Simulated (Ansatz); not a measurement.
# Geometry relaxation, with input and output: SiNH₆Cl (part 2 of 2)

The same run, continued: SiNH₆Cl; RKS PBE0/6-31G* (Ansatz 0.2.0). The input holds or restrains some coordinates. Forces given for the steps count only the free coordinates. It belongs to a series of runs on one base structure; here: pulled along the bonds that form and break, towards end B.

Geometry of the input (Å):
```
Si 0.0000  0.0000  0.0000
N  0.0000  0.0000  2.1700
H  -0.8770  -0.2713  2.7000
H  0.8770  0.2713  2.7000
H  1.3768  0.0000  -0.4862
H  -0.6877  1.1914  -0.4862
H  -0.6877  -1.1914  -0.4862
Cl 1.2683  -1.9259  0.7662
H  0.6875  -1.0440  1.9357
```

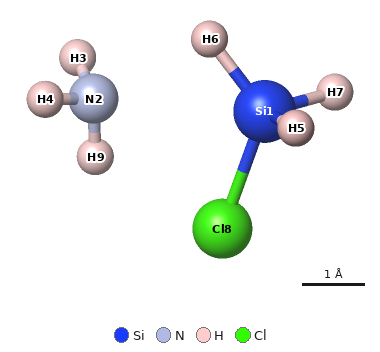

*The geometry at step 9 of the log (ball-and-stick view, seen at a tilt; atoms are numbered from 1 in the order of the input).*

## Trajectory as extended XYZ, continued
```
9
Properties=species:S:1:pos:R:3:forces:R:3 step=2 energy=-21975.77796
Si    0.0476   -0.0674   -0.1384   -0.0356   0.2194   1.6682
N     0.0076   -0.0094    2.3055    2.4850  -3.0184  -3.9069
H    -0.8770   -0.2665    2.7259    0.4441   0.4990   0.9864
H     0.8733    0.2927    2.7300   -0.8616   1.8284   1.4159
H     1.4009    0.0161   -0.5052    1.2294   1.3348  -1.0766
H    -0.6891    1.1922   -0.4794   -0.1367   0.1285   0.6228
H    -0.7091   -1.2057   -0.4998   -1.4617  -0.4893  -0.7280
Cl    1.3021   -1.9793    0.5969    0.7231  -1.3242   0.8985
H     0.6009   -0.9423    2.0777   -2.3859   0.8216   0.1195
9
Properties=species:S:1:pos:R:3:forces:R:3 step=3 energy=-21975.51565
Si    0.0991   -0.1449   -0.2734   -0.6939   0.9487   1.9034
N     0.0246   -0.0281    2.4142    0.8858  -0.8295  -3.6960
H    -0.8809   -0.2587    2.7591   -0.2094   0.7043   1.4898
H     0.8720    0.3353    2.7738   -0.3048   2.3346   1.9722
H     1.4377    0.0395   -0.5333    1.9608   1.5419  -1.4609
H    -0.6837    1.1816   -0.4649    0.3154  -0.6103   0.6025
H    -0.7411   -1.2254   -0.5207   -1.8430  -0.9119  -1.0808
Cl    1.3162   -1.9976    0.4267    0.3784  -0.9481   1.0077
H     0.5132   -0.8717    2.2317   -0.4894  -2.2296  -0.7379
9
Properties=species:S:1:pos:R:3:forces:R:3 step=4 energy=-21975.96042
Si    0.1640   -0.2400   -0.3996   -0.4583   0.6996   1.5679
N     0.0170   -0.0275    2.5250    2.9708  -2.2832  -2.5426
H    -0.9224   -0.1880    2.8518    0.2787   0.9722   1.1252
H     0.8601    0.4670    2.8760   -2.1459   0.5934   0.7036
H     1.5188    0.1307   -0.6523    0.7245   1.1734  -1.3255
H    -0.6463    1.1146   -0.4246    0.5272  -0.9063   0.5012
H    -0.8303   -1.2565   -0.6124   -1.0497  -0.1524  -1.0667
Cl    1.3207   -2.0098    0.2487    0.2344  -0.7049   1.0564
H     0.4756   -0.9604    2.4006   -1.0816   0.6082  -0.0196
9
Properties=species:S:1:pos:R:3:forces:R:3 step=5 energy=-21976.74204
Si    0.1929   -0.2666   -0.4093   -0.2255   0.2421   1.3254
N     0.0370   -0.0814    2.5461    2.2769  -2.6375  -1.9747
H    -0.9086   -0.1498    2.8751    0.0943   0.9900   0.9211
H     0.8248    0.4953    2.8427   -1.4444   0.7117   0.6711
H     1.4935    0.2008   -0.8379    0.3568   0.5006  -1.1397
H    -0.6121    1.0668   -0.3677    0.4581  -0.7055   0.7180
H    -0.8571   -1.2047   -0.7737   -0.4535  -0.1273  -0.9747
Cl    1.3120   -1.9946    0.3533   -0.0737   0.0130   0.6540
H     0.4749   -1.0357    2.5847   -0.9889   1.0129  -0.2004
9
Properties=species:S:1:pos:R:3:forces:R:3 step=6 energy=-21977.46457
Si    0.2265   -0.3139   -0.4155   -0.1539   0.3432   0.2958
N     0.0526   -0.1072    2.5665    0.9021  -2.0765  -1.3605
H    -0.8946   -0.0943    2.9188    0.3633   0.6610   0.5517
H     0.7737    0.5319    2.8683   -0.7136   0.4747   0.5711
H     1.4722    0.2319   -1.0292   -0.3519  -0.0498  -0.6392
H    -0.5601    0.9921   -0.2199    0.4142  -0.6166   0.7113
H    -0.8617   -1.1845   -0.9438    0.1853   0.1993  -0.6122
Cl    1.2961   -1.9611    0.4103   -0.0041   0.0146   0.5125
H     0.4525   -1.0649    2.6579   -0.6413   1.0500  -0.0304
9
Properties=species:S:1:pos:R:3:forces:R:3 step=7 energy=-21977.96253
Si    0.2405   -0.3307   -0.4405    0.0962  -0.0633  -0.0173
N     0.0526   -0.1206    2.5509    0.4925  -1.1150  -0.5723
H    -0.8700   -0.0484    2.9616    0.1863   0.2363   0.3120
H     0.7176    0.5598    2.9041   -0.3556   0.0050   0.2707
H     1.4180    0.2176   -1.1962   -0.4425  -0.1571  -0.2669
H    -0.5063    0.9228   -0.0455    0.3363  -0.4784   0.4452
H    -0.8272   -1.1523   -1.0990    0.3003   0.2558  -0.2774
Cl    1.2968   -1.9466    0.4658   -0.1709   0.3140   0.0887
H     0.4352   -1.0716    2.7121   -0.4427   1.0027   0.0173
9
Properties=species:S:1:pos:R:3:forces:R:3 step=8 energy=-21978.22182
Si    0.2589   -0.3532   -0.4783    0.0941  -0.0692  -0.0659
N     0.0400   -0.1211    2.5293    0.0691  -0.5177   0.3753
H    -0.8498   -0.0118    3.0134    0.0799  -0.0723   0.0038
H     0.6697    0.5681    2.9365    0.0203  -0.1370   0.0028
H     1.3477    0.1965   -1.3333   -0.1541  -0.0521  -0.1708
H    -0.4311    0.8330    0.1103    0.2397  -0.3235   0.1621
H    -0.7863   -1.1104   -1.2192    0.0847   0.0763  -0.1428
Cl    1.2965   -1.9112    0.4956   -0.1138   0.2369  -0.1371
H     0.4116   -1.0598    2.7588   -0.3200   0.8586  -0.0275
9
Properties=species:S:1:pos:R:3:forces:R:3 step=9 energy=-21978.29799
Si    0.2830   -0.3647   -0.4848    0.3043  -0.1664  -0.2632
N     0.0029   -0.0987    2.5201    0.1286  -0.6380   0.5922
H    -0.8905   -0.0162    3.0036    0.0751  -0.0478   0.0134
H     0.6321    0.5592    2.9797   -0.0325  -0.0934  -0.0485
H     1.2663    0.1598   -1.4747   -0.0649  -0.0824  -0.0626
H    -0.2771    0.7965    0.2324    0.0967  -0.0992   0.0296
H    -0.8139   -1.0864   -1.1847    0.0183  -0.0043   0.0356
Cl    1.3822   -1.8741    0.5009   -0.1836   0.3197  -0.2757
H     0.3721   -1.0453    2.7208   -0.3420   0.8119  -0.0208
9
Properties=species:S:1:pos:R:3:forces:R:3 step=10 energy=-21978.36422
Si    0.3236   -0.3476   -0.4891    0.3199  -0.1619  -0.3089
N    -0.0832   -0.1291    2.5115    0.1440  -0.6577   0.7175
H    -0.9282   -0.0672    3.0830    0.1606  -0.0146  -0.0622
H     0.5709    0.5536    2.9018   -0.1418  -0.1282  -0.0963
H     1.2059    0.0931   -1.6206   -0.1151  -0.1426   0.1202
H    -0.0887    0.8497    0.2719    0.1366  -0.0885  -0.1047
H    -0.8556   -1.0575   -1.0665    0.0686   0.0468   0.1732
Cl    1.4751   -1.8085    0.5160   -0.1741   0.3731  -0.3781
H     0.3373   -1.0564    2.7054   -0.3987   0.7735  -0.0608
9
Properties=species:S:1:pos:R:3:forces:R:3 step=11 energy=-21978.42155
Si    0.3683   -0.3170   -0.4897    0.2662  -0.2935  -0.4225
N    -0.1835   -0.1749    2.5000    0.2261  -0.6507   0.8743
H    -0.9511   -0.1100    3.1830    0.3527   0.0247  -0.3024
H     0.5062    0.5348    2.7778   -0.3245  -0.2388  -0.0848
H     1.1509    0.0157   -1.7580   -0.2901  -0.1501   0.5568
H     0.0966    0.9128    0.2962    0.1802  -0.1156  -0.2780
H    -0.8912   -1.0192   -0.9189    0.2737   0.1870   0.2538
Cl    1.5734   -1.7291    0.5347   -0.1906   0.4175  -0.4707
H     0.2876   -1.0829    2.6881   -0.4936   0.8194  -0.1264
9
Properties=species:S:1:pos:R:3:forces:R:3 step=12 energy=-21978.51196
Si    0.3976   -0.3020   -0.4808   -0.0116  -0.2589   0.1916
N    -0.2243   -0.1981    2.4811    0.2969  -0.6080   0.4421
H    -0.9931   -0.1810    3.1546    0.1353  -0.0153  -0.1386
H     0.4274    0.5314    2.7770   -0.1460  -0.1019  -0.0478
H     1.0691   -0.0686   -1.7994   -0.0627  -0.0676   0.1460
H     0.2625    0.9888    0.2499    0.1484  -0.1811  -0.2665
H    -0.9217   -0.9749   -0.7264    0.2921   0.1858   0.1328
Cl    1.6542   -1.6781    0.5261   -0.1674   0.3685  -0.4311
H     0.2855   -1.0873    2.6313   -0.4852   0.6786  -0.0284
9
Properties=species:S:1:pos:R:3:forces:R:3 step=13 energy=-21978.57554
Si    0.4158   -0.2812   -0.4692    0.1450  -0.3126   0.2242
N    -0.2564   -0.2233    2.4754    0.3820  -0.6051   0.1837
H    -1.0398   -0.2680    3.1258    0.0422  -0.0193  -0.0820
H     0.3488    0.5250    2.8099   -0.0554  -0.0341  -0.0135
H     0.9816   -0.1801   -1.8479   -0.0247  -0.0120   0.0801
H     0.4246    1.0607    0.1599    0.0670  -0.0630  -0.1027
H    -0.9363   -0.8968   -0.5617    0.1339   0.0836   0.0831
Cl    1.7268   -1.6134    0.5228   -0.1874   0.3088  -0.3792
H     0.2920   -1.0928    2.5983   -0.5027   0.6536   0.0063
9
Properties=species:S:1:pos:R:3:forces:R:3 step=14 energy=-21978.59114
Si    0.4311   -0.2740   -0.4666    0.1535  -0.1504   0.2958
N    -0.2559   -0.2111    2.4674    0.2714  -0.3972   0.4422
H    -1.1146   -0.3599    3.0155    0.4706   0.0839  -0.2717
H     0.2793    0.5269    2.9450   -0.2982  -0.3931  -0.2026
H     0.8837   -0.2713   -1.8979   -0.0905  -0.0312   0.1992
H     0.5754    1.1056    0.0820   -0.0363  -0.2163  -0.1431
H    -0.9502   -0.8401   -0.3802    0.2804   0.1325  -0.0350
Cl    1.7951   -1.5719    0.5005   -0.2285   0.2588  -0.3662
H     0.3132   -1.0741    2.5475   -0.5224   0.7130   0.0814
9
Properties=species:S:1:pos:R:3:forces:R:3 step=15 energy=-21978.61165
Si    0.4383   -0.2668   -0.4630    0.2778  -0.2783   0.2982
N    -0.2473   -0.2022    2.4748    0.4774  -0.6200  -0.0308
H    -1.1177   -0.4290    2.9478   -0.0221  -0.0102  -0.0050
H     0.1974    0.5327    3.0180    0.0066   0.0128   0.0073
H     0.8380   -0.3177   -1.8968   -0.0010  -0.0089  -0.0066
H     0.6338    1.1128    0.0325    0.0033  -0.0061  -0.0038
H    -0.9436   -0.7778   -0.3351    0.0012   0.0059   0.0046
Cl    1.7915   -1.5898    0.4813   -0.2252   0.2652  -0.3217
H     0.3668   -1.0321    2.5537   -0.5180   0.6395   0.0578
```

## Key numbers

```csv
quantity,value
outcome,converged under the restraints of the input
total energy,−21978.6117 eV
mean-field energy,−21978.6117 eV
"largest force (length of the vector) at the end, held atoms and coordinates included",0.825 eV/Å
hardware,"1 thread of Arm Neoverse V1, 24 GiB of memory available, shared host"
wall time,43 s
peak memory,0.13 GiB
```
